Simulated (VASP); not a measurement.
Band structure of Li2Se (antifluorite). Calculation: modified Becke-Johnson potential (mBJ), VASP's PBE PAW potentials (set 64) (plane waves; VASP).

mBJ is a potential without an energy functional, so only the levels count.

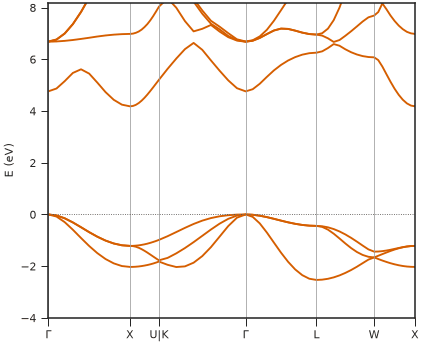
Figure: Bands along high-symmetry lines, zero at the valence-band maximum or, without a gap, the Fermi level

Task: Read the plot: is there a gap, and where are the band edges?

Result: The gap is indirect, 4.18 eV, from the valence maximum at Γ to the conduction minimum at X.

The compound is Li2Se in the antifluorite structure. The cell was not relaxed at this level. The cell's shape comes from a PBE relaxation.
